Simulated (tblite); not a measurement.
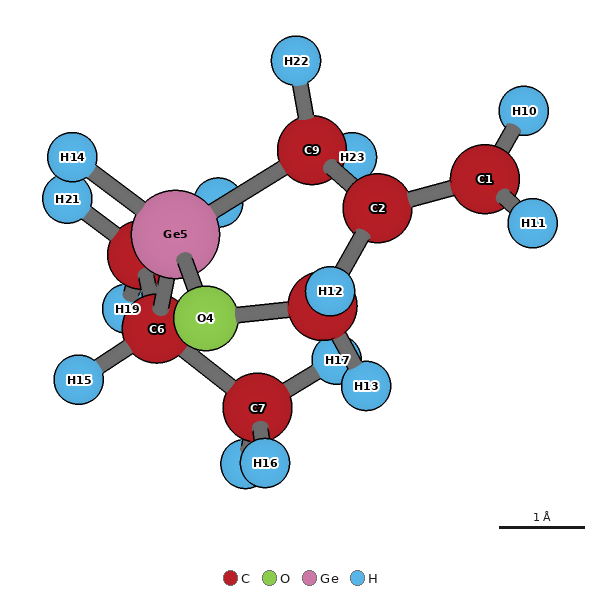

**Figure 1.** The structure as given in the input (ball-and-stick view, seen at a tilt; atoms are numbered from 1 in the order of the input). Sticks mark near contacts. Bond lengths as drawn: C–C 1.35 to 1.53 Å, C–Ge 1.90 to 1.96 Å, C–H 1.08 to 1.12 Å, C–O 1.42 Å, Ge–H 1.55 Å and Ge–O 1.78 Å.

# Geometry relaxation of C7H14GeO (part 1 of 3)

- system: C7H14GeO
- method: GFN2-xTB geometry optimisation, gas phase (tblite 0.8.0)

It belongs to a series of runs on one base structure; here: H on Ge replaced by iPr.

### The program's output
```
step      E/eV     max force
  0    -764.13722    2.830
  1    -764.28950    2.169
  2    -764.36083    0.691
  3    -764.39134    0.494
  4    -764.42627    0.431
  5    -764.44538    0.405
  6    -764.46742    0.379
  7    -764.48028    0.289
  8    -764.49195    0.294
  9    -764.50006    0.232
 10    -764.50555    0.194
 11    -764.50925    0.157
 12    -764.51266    0.140
 13    -764.51604    0.130
 14    -764.51906    0.114
 15    -764.52149    0.114
 16    -764.52348    0.114
 17    -764.52509    0.087
 18    -764.52642    0.089
 19    -764.52766    0.087
 20    -764.52890    0.115
 21    -764.53001    0.108
 22    -764.53089    0.076
 23    -764.53160    0.068
 24    -764.53225    0.071
 25    -764.53292    0.080
 26    -764.53363    0.092
 27    -764.53440    0.113
 28    -764.53520    0.097
 29    -764.53594    0.065
 30    -764.53658    0.050
 31    -764.53718    0.074
 32    -764.53784    0.081
 33    -764.53853    0.058
 34    -764.53913    0.054
 35    -764.53966    0.070
 36    -764.54027    0.100
 37    -764.54110    0.102
 38    -764.54205    0.065
 39    -764.54283    0.060
 40    -764.54334    0.056
 41    -764.54379    0.048
 42    -764.54431    0.057
 43    -764.54488    0.052
 44    -764.54538    0.050
 45    -764.54577    0.060
 46    -764.54605    0.048
 47    -764.54628    0.027
 48    -764.54648    0.032
 49    -764.54666    0.035
 50    -764.54687    0.038
 51    -764.54710    0.033
 52    -764.54734    0.040
 53    -764.54759    0.036
 54    -764.54784    0.043
 55    -764.54807    0.034
 56    -764.54827    0.031
 57    -764.54844    0.032
 58    -764.54862    0.044
 59    -764.54882    0.045
 60    -764.54902    0.032
 61    -764.54920    0.026
 62    -764.54936    0.030
 63    -764.54957    0.040
 64    -764.54985    0.046
 65    -764.55021    0.044
 66    -764.55066    0.048
 67    -764.55127    0.052
 68    -764.55212    0.072
 69    -764.55305    0.083
 70    -764.55381    0.067
 71    -764.55388    0.066
 72    -764.55456    0.042
 73    -764.55475    0.033
 74    -764.55508    0.026
 75    -764.55528    0.026
 76    -764.55554    0.041
 77    -764.55573    0.049
 78    -764.55600    0.047
 79    -764.55627    0.047
 80    -764.55661    0.049
 81    -764.55707    0.048
 82    -764.55767    0.063
 83    -764.55839    0.070
 84    -764.55922    0.061
 85    -764.56010    0.059
 86    -764.56052    0.134
 87    -764.56115    0.110
 88    -764.56238    0.062
 89    -764.56350    0.048
 90    -764.56471    0.056
 91    -764.56588    0.068
 92    -764.56739    0.082
 93    -764.56887    0.086
 94    -764.56998    0.083
 95    -764.57110    0.061
 96    -764.57190    0.059
 97    -764.57327    0.069
 98    -764.57407    0.080
 99    -764.57560    0.098
100    -764.57678    0.085
101    -764.57791    0.069
102    -764.57870    0.049
103    -764.57927    0.055
104    -764.57968    0.055
105    -764.58002    0.051
106    -764.58034    0.036
107    -764.58065    0.050
108    -764.58083    0.030
109    -764.58102    0.036
110    -764.58124    0.032
111    -764.58146    0.023
112    -764.58163    0.021
113    -764.58177    0.024
114    -764.58189    0.029
115    -764.58203    0.026
116    -764.58218    0.023
117    -764.58232    0.023
118    -764.58244    0.023
119    -764.58254    0.024
120    -764.58264    0.020
121    -764.58274    0.023
122    -764.58287    0.026
123    -764.58305    0.040
124    -764.58329    0.044
125    -764.58351    0.031
126    -764.58367    0.034
127    -764.58379    0.029
128    -764.58394    0.032
129    -764.58415    0.041
130    -764.58442    0.035
131    -764.58469    0.035
132    -764.58488    0.034
133    -764.58502    0.027
134    -764.58514    0.022
135    -764.58526    0.027
136    -764.58538    0.029
137    -764.58553    0.029
138    -764.58570    0.033
139    -764.58591    0.035
140    -764.58614    0.040
141    -764.58639    0.037
142    -764.58660    0.038
143    -764.58676    0.027
144    -764.58688    0.022
145    -764.58700    0.022
146    -764.58717    0.033
147    -764.58740    0.050
148    -764.58771    0.049
149    -764.58806    0.038
150    -764.58837    0.035
151    -764.58865    0.042
152    -764.58893    0.043
153    -764.58930    0.044
154    -764.58970    0.045
155    -764.59013    0.043
156    -764.59060    0.057
157    -764.59109    0.057
158    -764.59156    0.046
159    -764.59195    0.037
160    -764.59224    0.041
161    -764.59252    0.037
162    -764.59278    0.035
163    -764.59302    0.028
164    -764.59315    0.031
165    -764.59326    0.024
166    -764.59332    0.014
167    -764.59337    0.014
168    -764.59341    0.018
169    -764.59344    0.015
170    -764.59346    0.009
```

### Trajectory as extended XYZ (Å, eV, eV/Å), 21 of the 171 frames kept, from step=0 to step=170
```
23
Properties=species:S:1:pos:R:3:forces:R:3 step=0 energy=-764.13722
C     3.0712   -0.1888   -0.9789   -1.0870   0.4560   0.5990
C     1.9857    0.2853   -0.3362    2.5690  -1.1790  -0.1350
C     1.9654    0.3207    1.1941   -0.1660   0.0540  -0.1880
O     0.8098    0.9728    1.7120    0.4080  -0.1250  -0.4200
Ge   -0.3540    1.1800    0.3860   -1.3030   1.3030   0.6800
C    -1.8324   -0.0931    0.5480   -0.6660  -0.2910   0.7320
C    -1.2845   -1.5087    0.7159   -0.1000  -0.4980   0.6040
C    -2.7407    0.0091   -0.6617   -0.7740   0.0200  -0.3360
C     0.7977    0.7430   -1.0663   -0.0090   0.5820  -0.7230
H     3.0754   -0.2249   -2.0588    0.1700  -0.0600   0.1790
H     3.9305   -0.5372   -0.4334    0.0530  -0.0050  -0.1410
H     2.8513    0.8613    1.5584   -0.1360  -0.1310  -0.0190
H     1.9927   -0.7127    1.5933    0.0620   0.3400  -0.1780
H    -0.8490    2.6452    0.2946    0.0780  -0.1650   0.2840
H    -2.4105    0.1868    1.4612    0.2040  -0.3330  -0.5180
H    -0.6418   -1.5655    1.6334   -0.4930   0.0150  -0.8160
H    -0.6888   -1.8114   -0.1645   -0.2900   0.1040   0.4490
H    -2.1255   -2.2333    0.8506    0.6910   0.4810  -0.1650
H    -3.6101   -0.6824   -0.5424    0.6350   0.4890  -0.2070
H    -2.1937   -0.2591   -1.5889   -0.4120   0.1940   0.5400
H    -3.1429    1.0452   -0.7587    0.3300  -0.7550  -0.0300
H     1.0223    1.6514   -1.6699   -0.0620  -0.7830   0.0290
H     0.3670   -0.0568   -1.6778    0.2970   0.2870  -0.2190
23
Properties=species:S:1:pos:R:3:forces:R:3 step=8 energy=-764.49195
C     3.1090   -0.2086   -0.9779    0.0340   0.0110  -0.0100
C     2.0505    0.2612   -0.3405   -0.0050   0.0490  -0.0270
C     1.9731    0.3336    1.1678    0.0460   0.0140   0.0130
O     0.8278    1.0063    1.6435    0.0750   0.0190   0.0670
Ge   -0.4248    1.2488    0.3944   -0.0250   0.0520  -0.0280
C    -1.8956   -0.1069    0.5870   -0.1000  -0.1750  -0.1200
C    -1.3093   -1.5097    0.7357    0.0020   0.0370  -0.0400
C    -2.7834   -0.0055   -0.6505    0.0190  -0.0060   0.0220
C     0.8236    0.7567   -1.0548    0.1590  -0.0810  -0.0670
H     3.1290   -0.2471   -2.0542    0.0580  -0.0440   0.0070
H     3.9876   -0.5598   -0.4614   -0.0580   0.0180  -0.0090
H     2.8522    0.8568    1.5618    0.0020   0.0260  -0.0150
H     1.9975   -0.6890    1.5713   -0.0720   0.0490   0.0100
H    -0.8693    2.7243    0.4012    0.0610  -0.1850   0.1470
H    -2.4882    0.1159    1.4772   -0.0180   0.0230  -0.0270
H    -0.6619   -1.5621    1.6105   -0.0600   0.0090   0.0100
H    -0.7153   -1.7889   -0.1383   -0.0750   0.0850   0.0450
H    -2.1066   -2.2466    0.8472    0.0510   0.0540   0.0150
H    -3.6327   -0.6840   -0.5774    0.0080   0.0600  -0.0030
H    -2.2195   -0.2557   -1.5504   -0.0360  -0.0340   0.0910
H    -3.1432    1.0160   -0.7649   -0.1120  -0.0450   0.0080
H     1.0669    1.5862   -1.7083    0.1250   0.2600  -0.0570
H     0.4281   -0.0150   -1.7089   -0.0790  -0.1960  -0.0330
23
Properties=species:S:1:pos:R:3:forces:R:3 step=17 energy=-764.52509
C     3.1324   -0.2105   -0.9811   -0.0040  -0.0070   0.0300
C     2.0726    0.2712   -0.3538   -0.0010  -0.0020  -0.0090
C     1.9864    0.3504    1.1548    0.0280  -0.0130   0.0190
O     0.8483    1.0370    1.6183    0.0330   0.0010   0.0580
Ge   -0.4191    1.2267    0.3798   -0.0410   0.0240  -0.0100
C    -1.9215   -0.1104    0.5813   -0.0330  -0.0630  -0.0500
C    -1.3276   -1.5048    0.7369   -0.0120   0.0250  -0.0170
C    -2.8152   -0.0157   -0.6499    0.0140  -0.0110   0.0220
C     0.8512    0.7627   -1.0781    0.0470  -0.0460  -0.0080
H     3.1689   -0.2727   -2.0559    0.0180  -0.0030   0.0160
H     3.9981   -0.5628   -0.4471    0.0110   0.0050   0.0070
H     2.8675    0.8648    1.5534    0.0180   0.0070  -0.0010
H     1.9805   -0.6673    1.5661    0.0400  -0.0310  -0.0110
H    -0.8533    2.6760    0.5123   -0.0320   0.0600   0.0150
H    -2.5107    0.1249    1.4707    0.0310   0.0430  -0.0040
H    -0.6858   -1.5439    1.6163   -0.0120  -0.0110  -0.0080
H    -0.7299   -1.7611   -0.1394   -0.0220  -0.0300   0.0430
H    -2.1094   -2.2556    0.8496   -0.0020   0.0250  -0.0180
H    -3.6646   -0.6937   -0.5774    0.0310  -0.0150   0.0310
H    -2.2429   -0.2726   -1.5404   -0.0780   0.0070  -0.0130
H    -3.1937    0.9987   -0.7659   -0.0100  -0.0170  -0.0160
H     1.1064    1.6064   -1.7166   -0.0190   0.0760  -0.0120
H     0.4564   -0.0209   -1.7237   -0.0060  -0.0230  -0.0650
23
Properties=species:S:1:pos:R:3:forces:R:3 step=26 energy=-764.53363
C     3.1474   -0.2149   -0.9725    0.0020   0.0010  -0.0120
C     2.0828    0.2742   -0.3598    0.0220   0.0030  -0.0010
C     2.0002    0.3524    1.1494    0.0010  -0.0070   0.0160
O     0.8598    1.0325    1.6147   -0.0050  -0.0010   0.0270
Ge   -0.4104    1.2305    0.3734   -0.0580  -0.0650  -0.0290
C    -1.9195   -0.1050    0.5648   -0.0420  -0.0460  -0.0110
C    -1.3407   -1.5038    0.7355   -0.0040   0.0130  -0.0070
C    -2.8367   -0.0259   -0.6504    0.0040  -0.0030   0.0150
C     0.8641    0.7677   -1.0889    0.0500   0.0080   0.0170
H     3.1973   -0.2863   -2.0451    0.0150   0.0000  -0.0270
H     4.0087   -0.5613   -0.4267   -0.0110  -0.0010   0.0080
H     2.8829    0.8665    1.5467   -0.0120   0.0320  -0.0100
H     2.0049   -0.6669    1.5578    0.0010  -0.0260  -0.0060
H    -0.8614    2.6745    0.5521    0.0160   0.0120  -0.0300
H    -2.4965    0.1518    1.4568    0.0070   0.0010   0.0080
H    -0.7082   -1.5436    1.6212   -0.0030  -0.0060  -0.0040
H    -0.7379   -1.7756   -0.1317   -0.0060  -0.0100   0.0160
H    -2.1302   -2.2473    0.8450   -0.0090   0.0390  -0.0070
H    -3.6746   -0.7146   -0.5477    0.0170   0.0040   0.0230
H    -2.2930   -0.2851   -1.5575   -0.0130   0.0020   0.0150
H    -3.2319    0.9819   -0.7670   -0.0010  -0.0070   0.0020
H     1.1085    1.6324   -1.7055    0.0390   0.0140  -0.0190
H     0.4797   -0.0070   -1.7546   -0.0100   0.0420   0.0160
23
Properties=species:S:1:pos:R:3:forces:R:3 step=34 energy=-764.53913
C     3.1646   -0.2172   -0.9711   -0.0050   0.0050   0.0120
C     2.0991    0.2796   -0.3648    0.0030   0.0020  -0.0050
C     2.0082    0.3505    1.1458   -0.0020   0.0060  -0.0160
O     0.8509    1.0020    1.6119   -0.0050  -0.0170   0.0100
Ge   -0.4059    1.2230    0.3587   -0.0200   0.0000  -0.0280
C    -1.9217   -0.1035    0.5566   -0.0250  -0.0410  -0.0160
C    -1.3577   -1.5063    0.7358    0.0060  -0.0020   0.0000
C    -2.8612   -0.0384   -0.6412    0.0120   0.0120   0.0010
C     0.8903    0.7948   -1.0951    0.0360  -0.0360   0.0090
H     3.2315   -0.2902   -2.0436   -0.0140   0.0230   0.0140
H     4.0156   -0.5692   -0.4121   -0.0120  -0.0130  -0.0100
H     2.8769    0.8897    1.5426   -0.0190  -0.0190   0.0080
H     2.0335   -0.6721    1.5479    0.0230   0.0320   0.0060
H    -0.8522    2.6698    0.5370    0.0070   0.0060  -0.0090
H    -2.4860    0.1622    1.4546    0.0160   0.0190   0.0060
H    -0.7319   -1.5498    1.6252   -0.0100  -0.0140   0.0270
H    -0.7497   -1.7977   -0.1211   -0.0280   0.0190  -0.0190
H    -2.1654   -2.2299    0.8411    0.0240  -0.0170   0.0170
H    -3.6887   -0.7352   -0.5098    0.0030   0.0320  -0.0050
H    -2.3387   -0.2999   -1.5596    0.0150  -0.0210   0.0170
H    -3.2651    0.9648   -0.7596   -0.0250   0.0110   0.0150
H     1.1516    1.6650   -1.6981   -0.0110   0.0050   0.0110
H     0.4974    0.0348   -1.7710    0.0310   0.0070  -0.0440
23
Properties=species:S:1:pos:R:3:forces:R:3 step=42 energy=-764.54431
C     3.1813   -0.2187   -0.9658   -0.0140   0.0020   0.0080
C     2.1154    0.2843   -0.3653   -0.0060  -0.0060  -0.0200
C     2.0112    0.3515    1.1447    0.0140  -0.0090  -0.0400
O     0.8262    0.9571    1.6022    0.0290  -0.0170   0.0130
Ge   -0.4056    1.2048    0.3288    0.0080   0.0300  -0.0040
C    -1.9299   -0.1067    0.5556   -0.0290  -0.0390  -0.0160
C    -1.3790   -1.5141    0.7416    0.0060   0.0060  -0.0090
C    -2.8880   -0.0468   -0.6268    0.0040   0.0000   0.0090
C     0.9200    0.8126   -1.1098    0.0430  -0.0310   0.0220
H     3.2538   -0.2716   -2.0393    0.0090  -0.0120   0.0220
H     4.0211   -0.5928   -0.4037   -0.0130   0.0140  -0.0270
H     2.8592    0.9201    1.5476   -0.0370  -0.0020  -0.0100
H     2.0762   -0.6692    1.5466   -0.0110   0.0320   0.0160
H    -0.8330    2.6617    0.5022   -0.0100  -0.0280  -0.0060
H    -2.4675    0.1849    1.4613   -0.0270  -0.0090   0.0140
H    -0.7569   -1.5624    1.6333    0.0310   0.0080  -0.0080
H    -0.7778   -1.8072   -0.1195    0.0040  -0.0060   0.0130
H    -2.1872   -2.2370    0.8503   -0.0120   0.0230   0.0020
H    -3.7149   -0.7404   -0.4793   -0.0040   0.0050   0.0050
H    -2.3752   -0.3202   -1.5473   -0.0170   0.0110   0.0030
H    -3.2972    0.9546   -0.7445    0.0170   0.0140  -0.0090
H     1.1910    1.7045   -1.6760   -0.0150   0.0280   0.0240
H     0.5520    0.0781   -1.8268    0.0310  -0.0140  -0.0020
```
